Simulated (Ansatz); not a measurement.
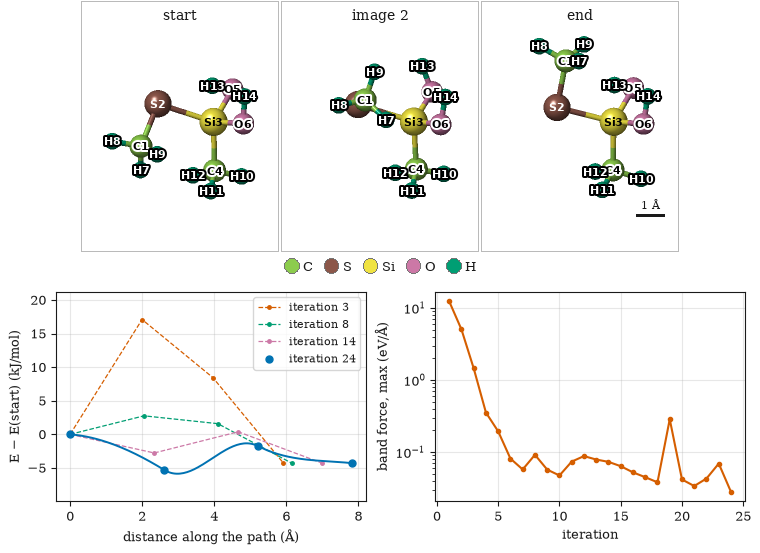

A search for the minimum-energy path of C₂H₈O₂SSi by the nudged elastic band. Images are numbered from 0 (start) to 3 (end). The plot follows the band through its iterations. Style: ball-and-stick. Shown at a tilt.

Level of theory: Ansatz, RKS PBE/STO-3G. Set-up: 2 movable images; no climbing image; force threshold 0.03 eV/Å; iteration limit 60; starting path through a guess of the saddle point.

> Did the band converge, and can the barrier be trusted?

The run is converged, with reservations. The band converged in 24 iterations. The largest component of the band force went from 12 to 0.028 eV/Å. So few images resolve the path coarsely. The first iteration put the highest image at 371.41 kJ/mol. Relative to the start the highest point is image 0 at 0.00 kJ/mol and the end lies at −4.29 kJ/mol, but the profile dips to −5.28 kJ/mol at image 1 on the way, so there is an intermediate minimum on the way.

Limits of the set-up: STO-3G is a minimal basis, so the numbers are rough.
